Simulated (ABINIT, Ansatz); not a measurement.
# BaTiO3 (P4mm): one start, several treatments of the self-energy

How much does the gap of BaTiO3 (P4mm) depend on the approximation to the self-energy?

Calculated with ABINIT 10.8.3; PBE and many-body steps on it, plane waves.

The database entry behind the starting cell differs from later determinations by our own check (c/a about 0.6 % short), so it need not match the best structure at ambient conditions.

## (1) The starting structure

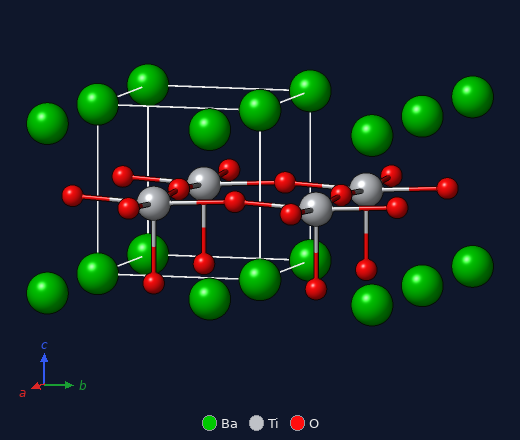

The cell as given, slightly off an axis (barium green, titanium light grey, oxygen red). 2×2×1 cells are drawn. Some periodic images of atoms are drawn too.

Structure file:

```cif
data_structure
_symmetry_space_group_name_H-M 'P4mm'
_symmetry_Int_Tables_number 99
_cell_length_a 3.9998
_cell_length_b 3.9998
_cell_length_c 4.0180
_cell_angle_alpha 90.000
_cell_angle_beta 90.000
_cell_angle_gamma 90.000
_cell_volume 64.28
loop_
_atom_site_label
_atom_site_type_symbol
_atom_site_symmetry_multiplicity
_atom_site_Wyckoff_symbol
_atom_site_fract_x
_atom_site_fract_y
_atom_site_fract_z
_atom_site_occupancy
Ba1 Ba 1 a 0.00000 0.00000 0.00000 1
Ti1 Ti 1 b 0.50000 0.50000 0.49000 1
O1 O 1 b 0.50000 0.50000 0.01900 1
O2 O 2 c 0.50000 0.00000 0.51700 1
```

The cell and positions come from the Crystallography Open Database and are kept as given unless a step says otherwise. Spin-orbit coupling is left out unless a step names it.

## (2) Empty states on the mesh, 4×4×4 mesh, 440 bands

This step: ABINIT 10.8.3; DFT, PBE, plane waves, norm-conserving pseudopotentials.

The sums over transitions need many empty states on a uniform mesh; this step solves for them.

File run.abi:

```
acell 3*1.0 Angstrom
rprim 
  3.999800000000 0.000000000000 0.000000000000
  0.000000000000 3.999800000000 0.000000000000
  0.000000000000 0.000000000000 4.018000000000
ntypat 3
znucl 56 22 8
natom 5
typat 1 2 3 3 3
xred 
  0.000000000000 0.000000000000 0.000000000000
  0.500000000000 0.500000000000 0.490000000000
  0.500000000000 0.500000000000 0.019000000000
  0.500000000000 0.000000000000 0.517000000000
  0.000000000000 0.500000000000 0.517000000000
pp_dirpath "pseudos"
pseudos "Ba.upf, Ti.upf, O.upf"
ecut 38
ngkpt 4 4 4
nshiftk 1
shiftk 0 0 0
kptopt 1
chksymbreak 0
irdden 1
istwfk *1
nband 440
prtvol 0
optdriver 6
gwr_task "HDIAGO"
paral_kgb 0
occopt 1
indata_prefix "in"
outdata_prefix "out"
tmpdata_prefix "tmp"
```

The run is started by

```bash
$ OMP_NUM_THREADS=1 mpirun -n 16 abinit run.abi > log
```

Log:

```text
.Version 10.8.3 of ABINIT. v10.8.2 released Aug 2026.

 Symmetries : space group P4 m m (# 99); Bravais tP (primitive tetrag.)
[... echo of the input left out ...]
== DATASET  1 ==================================================================
-   mpi_nproc: 16, omp_nthreads: 1 (-1 if OMP is not activated)

--- !DatasetInfo
iteration_state: {dtset: 1, }
dimensions: {natom: 5, nkpt: 18, mband: 440, nsppol: 1, nspinor: 1, nspden: 1, mpw: 4929, }
cutoff_energies: {ecut:  38.0, pawecutdg:  -1.0, }
[...]
Indirect band gap semiconductor
 Fundamental gap:     1.826 (eV)
   VBM:     6.633 (eV) at k: [ 5.0000E-01,  5.0000E-01,  5.0000E-01]
   CBM:     8.459 (eV) at k: [ 0.0000E+00,  0.0000E+00,  0.0000E+00]
 Direct gap:         2.106 (eV) at k: [ 0.0000E+00,  0.0000E+00,  0.0000E+00]

== END DATASET(S) ==============================================================
================================================================================

 -outvars: echo values of variables after computation  --------
           etotal      0.0000000000E+00
            nband         440
             nkpt          18
          spgroup          99
 [... the other variables as echoed above ...]

 Calculation completed.
```

Elapsed: 7.3 min, on 16 MPI ranks of Arm Neoverse N1, shared host; peak memory 21 GiB; 1.9 h of CPU time.

This step gave:

| Quantity | Value |
| --- | --- |
| gap | 1.826 eV |
| k of the valence top | 0.5, 0.5, 0.5 |
| k of the conduction bottom | 0, 0, 0 |
| least direct gap | 2.106 eV |
| k points computed | 18 |
| lowest point of the top converged band, above the valence top | 184.4447 eV |

On this mesh the gap is 1.826 eV.

The density comes from a self-consistent run that is not shown.

## (3) Screening, 4×4×4 mesh, 188 bands, screening to 176.9 eV

The RPA dielectric matrix is built and inverted for each q.

This step: RPA screening on PBE, plane waves, norm-conserving pseudopotentials.

run.abi: that of step 2 with these lines changed.

```diff
@@ -23,10 +23,11 @@
 chksymbreak 0
-irdden 1
 istwfk *1
-nband 440
-prtvol 0
-optdriver 6
-gwr_task "HDIAGO"
-paral_kgb 0
 occopt 1
+irdwfk 1
+optdriver 3
+nband 188
+ecuteps 6.5
+inclvkb 2
+awtr 1
+symchi 1
 indata_prefix "in"
```

Log:

```text
.Version 10.8.3 of ABINIT. v10.8.2 released Aug 2026.

 Symmetries : space group P4 m m (# 99); Bravais tP (primitive tetrag.)
[... echo of the input left out ...]
== DATASET  1 ==================================================================
-   mpi_nproc: 16, omp_nthreads: 1 (-1 if OMP is not activated)

--- !DatasetInfo
iteration_state: {dtset: 1, }
dimensions: {natom: 5, nkpt: 18, mband: 188, nsppol: 1, nspinor: 1, nspden: 1, mpw: 4929, }
cutoff_energies: {ecut:  38.0, pawecutdg:  -1.0, }
electrons: {nelect:   4.00000000E+01, charge:   0.00000000E+00, occopt:   1.00000000E+00, tsmear:   1.00000000E-02, }

 SCREENING: Calculation of the susceptibility and dielectric matrices

 Based on a program developped by R.W. Godby, V. Olevano, G. Onida, and L. Reining.
 Incorporated in ABINIT by V. Olevano, G.-M. Rignanese, and M. Torrent.
.Using double precision arithmetic ; gwpc =  8

[... cell and pseudopotentials left out ...]
--------------------------------------------------------------------------------

 ==== K-mesh for the wavefunctions ====
 Number of points in the irreducible wedge :    18
[... list of points left out ...]
 Together with  8 symmetry operations and time-reversal symmetry
 yields    64 points in the full Brillouin Zone.

 ==== Q-mesh for the screening function ====
 Number of points in the irreducible wedge :    18
[... list of points left out ...]
 Together with  8 symmetry operations and time-reversal symmetry
 yields    64 points in the full Brillouin Zone.

 setmesh: FFT mesh size selected  =    30x   30x   30
          total number of points  =        27000

 vcoul_init : cutoff-mode = AUXILIARY_FUNCTION
 q-points for optical limit:   1
     1)      0.000010    0.000020    0.000030

- screening: taking advantage of time-reversal symmetry
- Maximum band index for partially occupied states nbvw = 20
- Remaining bands to be divided among processors   nbcw = 168
- Number of bands treated by each node ~10

 Number of electrons calculated from density =   40.0000; Expected =   40.0000
 average of density, n =  0.092210
 r_s =    1.3731
 omega_plasma =   29.2917 [eV]

 calculating chi0 at frequencies [eV] :
  1    0.000000E+00    0.000000E+00
  2    0.000000E+00    2.929166E+01

--------------------------------------------------------------------------------
  q-point number  1        q = ( 0.000000, 0.000000, 0.000000) [r.l.u.]
--------------------------------------------------------------------------------
[... chi0 elements left out ...]
 For q-point:  0.000010 0.000020 0.000030
  dielectric constant =   6.1776
  dielectric constant without local fields =   6.7445

  Average fulfillment of the sum rule on Im[epsilon] for q-point    1 :     75.14  [%]
[... wings left out ...]
  q-point number  2        q = ( 0.250000, 0.000000, 0.000000) [r.l.u.]
--------------------------------------------------------------------------------
[... chi0 elements left out ...]
  Average fulfillment of the sum rule on Im[epsilon] for q-point    2 :     84.01  [%]

 [... 16 further q-points ...]
```

Elapsed: 6.2 min, on 16 MPI ranks; peak memory 5.9 GiB.

Numbers from this step:

```
ε∞ with local fields, on this mesh, along the program's q direction : 6.178
the same without local fields                                       : 6.745
plasma frequency                                                    : 29.29 eV
plane waves in the screening matrix                                 : 341
```

Local fields lower ε∞ by 8 %. On a Γ-centred mesh this coarse the value itself is usually too large, while a short band sum pulls it down.

## (4) G0W0, Godby-Needs plasmon pole

The self-energy is evaluated for the states that the input lists, and the levels follow from it, in one-shot runs by the linearised quasiparticle equation.

This step: G0W0 on PBE, plane waves, norm-conserving pseudopotentials.

run.abi: that of step 3 with these lines changed.

```diff
@@ -26,8 +26,17 @@
 irdwfk 1
-optdriver 3
+optdriver 4
 nband 188
+gwcalctyp 0
+ecutsigx 38
+symsigma 1
+nkptgw 2
+kptgw 
+  0.5000000000 0.5000000000 0.5000000000
+  0.0000000000 0.0000000000 0.0000000000
+bdgw 
+  18 23
+  19 23
 ecuteps 6.5
-inclvkb 2
-awtr 1
-symchi 1
+irdscr 1
+ppmodel 1
 indata_prefix "in"
```

Log:

```text
.Version 10.8.3 of ABINIT. v10.8.2 released Aug 2026.

 Symmetries : space group P4 m m (# 99); Bravais tP (primitive tetrag.)
[... echo of the input left out ...]
== DATASET  1 ==================================================================
-   mpi_nproc: 16, omp_nthreads: 1 (-1 if OMP is not activated)

--- !DatasetInfo
iteration_state: {dtset: 1, }
dimensions: {natom: 5, nkpt: 18, mband: 188, nsppol: 1, nspinor: 1, nspden: 1, mpw: 4929, }
cutoff_energies: {ecut:  38.0, pawecutdg:  -1.0, }
electrons: {nelect:   4.00000000E+01, charge:   0.00000000E+00, occopt:   1.00000000E+00, tsmear:   1.00000000E-02, }

 SIGMA: Calculation of the GW corrections

 Based on a program developped by R.W. Godby, V. Olevano, G. Onida, and L. Reining.
 Incorporated in ABINIT by V. Olevano, G.-M. Rignanese, and M. Torrent.
.Using double precision arithmetic ; gwpc =  8

[... cell and pseudopotentials left out ...]
--------------------------------------------------------------------------------

 ==== K-mesh for the wavefunctions ====
 Number of points in the irreducible wedge :    18
[... list of points left out ...]
 Together with  8 symmetry operations and time-reversal symmetry
 yields    64 points in the full Brillouin Zone.

 ==== Q-mesh for screening function ====
 Number of points in the irreducible wedge :    18
[... list of points left out ...]
 Together with  8 symmetry operations and time-reversal symmetry
 yields    64 points in the full Brillouin Zone.

 vcoul_init : cutoff-mode = AUXILIARY_FUNCTION
 q-points for optical limit:   1
     1)      0.000010    0.000020    0.000030
 setmesh: FFT mesh size selected  =    45x   45x   45
          total number of points  =        91125

 Number of electrons calculated from density =   40.0000; Expected =   40.0000
 average of density, n =  0.092210
 r_s =    1.3731
 omega_plasma =   29.2917 [eV]

 === KS Band Gaps ===
  >>>> For spin  1
   Minimum direct gap =   2.1061 [eV], located at k-point      :   0.0000  0.0000  0.0000
   Fundamental gap    =   1.8259 [eV], Top of valence bands at :   0.5000  0.5000  0.5000
                                       Bottom of conduction at :   0.0000  0.0000  0.0000
 SIGMA fundamental parameters:
 PLASMON POLE MODEL  1
 number of plane-waves for SigmaX                 4929
 number of plane-waves for SigmaC and W            341
 number of plane-waves for wavefunctions          4929
 number of bands                                   188
 number of independent spin polarizations            1
 number of spinorial components                      1
 number of k-points in IBZ                          18
 number of q-points in IBZ                          18
 number of symmetry operations                       8
 number of k-points in BZ                           64
 number of q-points in BZ                           64
 number of frequencies for dSigma/dE                 9
 frequency step for dSigma/dE [eV]                0.25
 number of omega for Sigma on real axis              0
 max omega for Sigma on real axis  [eV]           0.00
 zcut for avoiding poles [eV]                     0.10

 EPSILON^-1 parameters (SCR file):
 dimension of the eps^-1 matrix on file            341
 dimension of the eps^-1 matrix used               341
 number of plane-waves for wavefunctions          4929
 number of bands                                   188
 number of q-points in IBZ                          18
 number of frequencies                               2
 number of real frequencies                          1
 number of imag frequencies                          1

 matrix elements of self-energy operator (all in [eV])

 Perturbative Calculation

--- !SelfEnergy_ee
iteration_state: {dtset: 1, }
kpoint     : [   0.500,    0.500,    0.500, ]
spin       : 1
KS_gap     :    4.212
QP_gap     :    5.995
Delta_QP_KS:    1.784
data: !SigmaeeData |
     Band     E0 <VxcDFT>   SigX SigC(E0)      Z dSigC/dE  Sig(E)    E-E0       E
       18   6.549 -19.970 -25.000   4.879   0.762  -0.313 -20.085  -0.115   6.433
       19   6.549 -19.970 -25.000   4.879   0.762  -0.313 -20.085  -0.115   6.433
       20   6.633 -19.991 -25.032   4.912   0.761  -0.314 -20.090  -0.099   6.534
       21  10.844 -21.880 -13.200  -6.422   0.746  -0.340 -20.195   1.685  12.529
       22  10.844 -21.880 -13.200  -6.422   0.746  -0.340 -20.195   1.685  12.529
       23  10.845 -21.881 -13.129  -6.475   0.745  -0.342 -20.184   1.697  12.542

--- !SelfEnergy_ee
iteration_state: {dtset: 1, }
kpoint     : [   0.000,    0.000,    0.000, ]
spin       : 1
KS_gap     :    2.106
QP_gap     :    3.566
Delta_QP_KS:    1.460
data: !SigmaeeData |
     Band     E0 <VxcDFT>   SigX SigC(E0)      Z dSigC/dE  Sig(E)    E-E0       E
       19   6.353 -20.076 -24.606   4.380   0.768  -0.303 -20.191  -0.115   6.238
       20   6.353 -20.076 -24.606   4.380   0.768  -0.303 -20.191  -0.115   6.238
       21   8.459 -18.809 -11.399  -5.678   0.776  -0.288 -17.464   1.345   9.804
       22   8.671 -19.000 -11.886  -5.367   0.775  -0.291 -17.646   1.354  10.024
       23   8.671 -19.000 -11.886  -5.367   0.775  -0.291 -17.646   1.354  10.024

== END DATASET(S) ==============================================================
================================================================================

 -outvars: echo values of variables after computation  --------
           etotal      0.0000000000E+00
            nband         188
             nkpt          18
          spgroup          99
 [... the other variables as echoed above ...]

 Calculation completed.
```

Run time: 32 s. Hardware: 16 MPI ranks; peak memory 5 GiB; 8.4 min of CPU time.

Numbers from this step:

- G0W0 gap on the points computed: 3.270 eV
- starting gap on the mesh: 1.826 eV
- k of the valence top: 0.5, 0.5, 0.5
- k of the conduction bottom: 0, 0, 0
- Z at the valence top: 0.761
- Z at the conduction bottom: 0.776
- least direct G0W0 gap on the computed points: 3.566 eV

The gap on the mesh goes from 1.83 eV to 3.27 eV, a correction of +1.44 eV.

## (5) G0W0, von der Linden-Horsch plasmon pole

run.abi: that of step 4 with these lines changed.

```diff
@@ -40,3 +40,3 @@
 irdscr 1
-ppmodel 1
+ppmodel 3
 indata_prefix "in"
```

Log:

```text
.Version 10.8.3 of ABINIT. v10.8.2 released Aug 2026.

 Symmetries : space group P4 m m (# 99); Bravais tP (primitive tetrag.)
[... echo of the input left out ...]
== DATASET  1 ==================================================================
-   mpi_nproc: 16, omp_nthreads: 1 (-1 if OMP is not activated)

--- !DatasetInfo
iteration_state: {dtset: 1, }
dimensions: {natom: 5, nkpt: 18, mband: 188, nsppol: 1, nspinor: 1, nspden: 1, mpw: 4929, }
cutoff_energies: {ecut:  38.0, pawecutdg:  -1.0, }
electrons: {nelect:   4.00000000E+01, charge:   0.00000000E+00, occopt:   1.00000000E+00, tsmear:   1.00000000E-02, }

 SIGMA: Calculation of the GW corrections

 Based on a program developped by R.W. Godby, V. Olevano, G. Onida, and L. Reining.
 Incorporated in ABINIT by V. Olevano, G.-M. Rignanese, and M. Torrent.
.Using double precision arithmetic ; gwpc =  8

[... cell and pseudopotentials left out ...]
--------------------------------------------------------------------------------

 ==== K-mesh for the wavefunctions ====
 Number of points in the irreducible wedge :    18
[... list of points left out ...]
 Together with  8 symmetry operations and time-reversal symmetry
 yields    64 points in the full Brillouin Zone.

 ==== Q-mesh for screening function ====
 Number of points in the irreducible wedge :    18
[... list of points left out ...]
 Together with  8 symmetry operations and time-reversal symmetry
 yields    64 points in the full Brillouin Zone.

 vcoul_init : cutoff-mode = AUXILIARY_FUNCTION
 q-points for optical limit:   1
     1)      0.000010    0.000020    0.000030
 setmesh: FFT mesh size selected  =    45x   45x   45
          total number of points  =        91125

 Number of electrons calculated from density =   40.0000; Expected =   40.0000
[...]
number of omega for Sigma on real axis              0
 max omega for Sigma on real axis  [eV]           0.00
 zcut for avoiding poles [eV]                     0.10

 EPSILON^-1 parameters (SCR file):
 dimension of the eps^-1 matrix on file            341
 dimension of the eps^-1 matrix used               341
 number of plane-waves for wavefunctions          4929
 number of bands                                   188
 number of q-points in IBZ                          18
 number of frequencies                               2
 number of real frequencies                          1
 number of imag frequencies                          1

 matrix elements of self-energy operator (all in [eV])

 Perturbative Calculation

--- !SelfEnergy_ee
iteration_state: {dtset: 1, }
kpoint     : [   0.500,    0.500,    0.500, ]
spin       : 1
KS_gap     :    4.212
QP_gap     :    6.433
Delta_QP_KS:    2.221
data: !SigmaeeData |
     Band     E0 <VxcDFT>   SigX SigC(E0)      Z dSigC/dE  Sig(E)    E-E0       E
       18   6.549 -19.970 -25.000   4.564   0.835  -0.198 -20.359  -0.389   6.160
       19   6.549 -19.970 -25.000   4.564   0.835  -0.198 -20.359  -0.389   6.160
       20   6.633 -19.991 -25.032   4.597   0.835  -0.198 -20.362  -0.371   6.262
[...]
--- !SelfEnergy_ee
iteration_state: {dtset: 1, }
kpoint     : [   0.000,    0.000,    0.000, ]
spin       : 1
KS_gap     :    2.106
QP_gap     :    3.718
Delta_QP_KS:    1.612
data: !SigmaeeData |
     Band     E0 <VxcDFT>   SigX SigC(E0)      Z dSigC/dE  Sig(E)    E-E0       E
[...]
22   8.671 -19.000 -11.886  -5.630   0.846  -0.183 -17.746   1.254   9.925
       23   8.671 -19.000 -11.886  -5.630   0.846  -0.183 -17.746   1.254   9.925

== END DATASET(S) ==============================================================
================================================================================

 -outvars: echo values of variables after computation  --------
           etotal      0.0000000000E+00
            nband         188
             nkpt          18
          spgroup          99
 [... the other variables as echoed above ...]

 Calculation completed.
```

Elapsed: 21 s, on 16 MPI ranks; peak memory 4 GiB; 5.7 min of CPU time.

This step gave:

```yaml
g0w0_gap_on_the_points_computed: 3.424 eV
starting_gap_on_the_mesh: 1.826 eV
k_of_the_valence_top: 0.5, 0.5, 0.5
k_of_the_conduction_bottom: 0, 0, 0
z_at_the_valence_top: 0.835
z_at_the_conduction_bottom: 0.846
least_direct_g0w0_gap_on_the_computed_points: 3.717 eV
```

Against G0W0 in ABINIT (4×4×4 mesh, 188 bands, screening to 176.9 eV, Godby-Needs plasmon pole), the gap moves by +0.154 eV.

## (6) G0W0, Engel-Farid plasmon pole

run.abi: that of step 5 with these lines changed.

```diff
@@ -40,3 +40,3 @@
 irdscr 1
-ppmodel 3
+ppmodel 4
 indata_prefix "in"
```

Log:

```text
.Version 10.8.3 of ABINIT. v10.8.2 released Aug 2026.

 Symmetries : space group P4 m m (# 99); Bravais tP (primitive tetrag.)
[... echo of the input left out ...]
== DATASET  1 ==================================================================
-   mpi_nproc: 16, omp_nthreads: 1 (-1 if OMP is not activated)

--- !DatasetInfo
iteration_state: {dtset: 1, }
dimensions: {natom: 5, nkpt: 18, mband: 188, nsppol: 1, nspinor: 1, nspden: 1, mpw: 4929, }
cutoff_energies: {ecut:  38.0, pawecutdg:  -1.0, }
[...]
Band     E0 <VxcDFT>   SigX SigC(E0)      Z dSigC/dE  Sig(E)    E-E0       E
[...]
22   8.671 -19.000 -11.886  -5.469   0.797  -0.254 -17.689   1.312   9.982
       23   8.671 -19.000 -11.886  -5.469   0.797  -0.254 -17.689   1.312   9.982

== END DATASET(S) ==============================================================
================================================================================

 -outvars: echo values of variables after computation  --------
           etotal      0.0000000000E+00
            nband         188
             nkpt          18
          spgroup          99
 [... the other variables as echoed above ...]

 Calculation completed.
```

Run time: 21 s. Hardware: 16 MPI ranks; peak memory 4 GiB; 5.5 min of CPU time.

Numbers from this step:

```
G0W0 gap on the points computed              : 3.407 eV
starting gap on the mesh                     : 1.826 eV
k of the valence top                         : 0.5, 0.5, 0.5
k of the conduction bottom                   : 0, 0, 0
least direct G0W0 gap on the computed points : 3.705 eV
```

Against G0W0 in ABINIT (4×4×4 mesh, 188 bands, screening to 176.9 eV, Godby-Needs plasmon pole), the gap moves by +0.137 eV.

(Continued in part 2 of 2.)

[Paths, hosts, dates, memory and timing lines, banners, echoed tables and standing remarks are left out of the program output.]

[Logs are printed without paths, hosts, clocks, repeated set-up lines and the standing remarks that a program may print on its own settings, such as how far it seeks lower states.]

[Runs of the session that timed out or met a known fault of the program may be left out.]

[Hosts, paths, dates, database ids (printed as entryN), source tags and the programs' standing remarks are cut or masked in the printed files.]

[G0W0 gaps are taken among the corrected bands and points alone; a level outside them can change the order at an edge.]

[Where Ansatz stands beside ABINIT at settings called matched, ABINIT's density can come from a denser mesh and the files from another edition; pairs whose starting gaps differed by over 0.03 eV were left out, so agreement reads better than it is.]
